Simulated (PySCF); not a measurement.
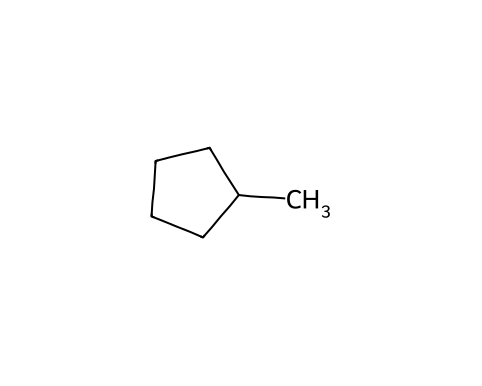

The drawing above gives the connectivity. Computed geometry: PBE0-D3(BJ)/def2-SVP optimisation. No frequency run is at hand to confirm it as a minimum.

What does the molecule look like in three dimensions?

The molecule is C6H12. As SMILES it reads `CC1CCCC1`. Independent rings (smallest set): 1 of 5 members. Coordination: 6 C tetrahedral.

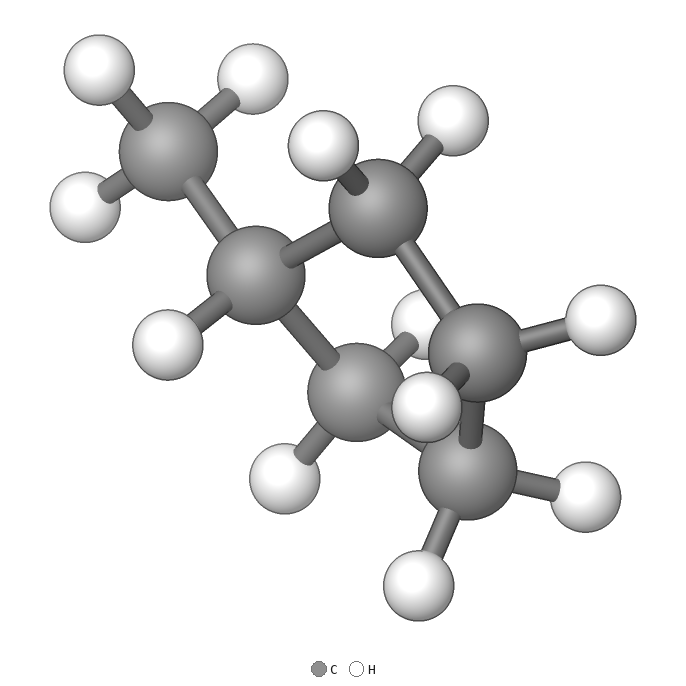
